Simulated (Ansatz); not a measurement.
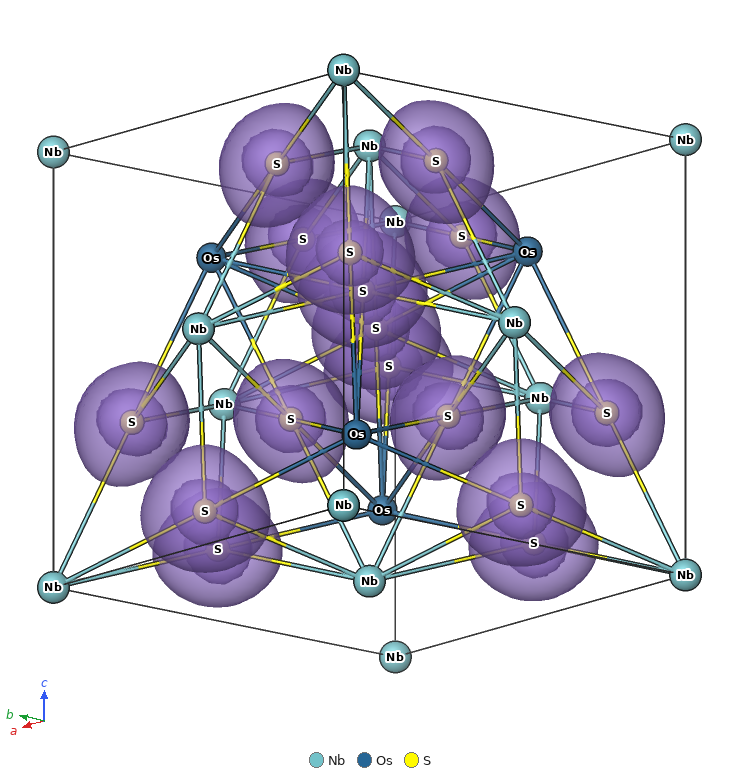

Figure 1: NbOsS4. Isosurface of the ELF at 0.7 (purple), seen at an oblique angle. Only the valence region is drawn (cores and ρ < 0.01 e/Å³ removed). Sticks mark near contacts.

Space group F-43m; started from the MgInCu4_216 prototype, which need not be the ambient phase; computed without spin polarisation.

All numbers below come from DFT PBE, scalar-relativistic, plane waves, PAW (Ansatz 0.2.0).

In a PAW calculation such maps are meaningful between the atoms, not at the nuclei.

> Describe the localisation domains.

The surface consists of 16 regions wrapped around S (the valence shell of each), counted in one cell of 24 atoms. Regions shared between cells count once. Along the contacts the grid gives the following. Os–S (2.95 Å): the ELF peaks at about 0.80 in the valence shell of S, 0.8 Å from its nucleus, and drops to about 0.20 between the two atoms. Nb–S (2.95 Å): the ELF peaks at about 0.85 in the valence shell of S, 0.8 Å from its nucleus, and drops to about 0.10 between the two atoms.
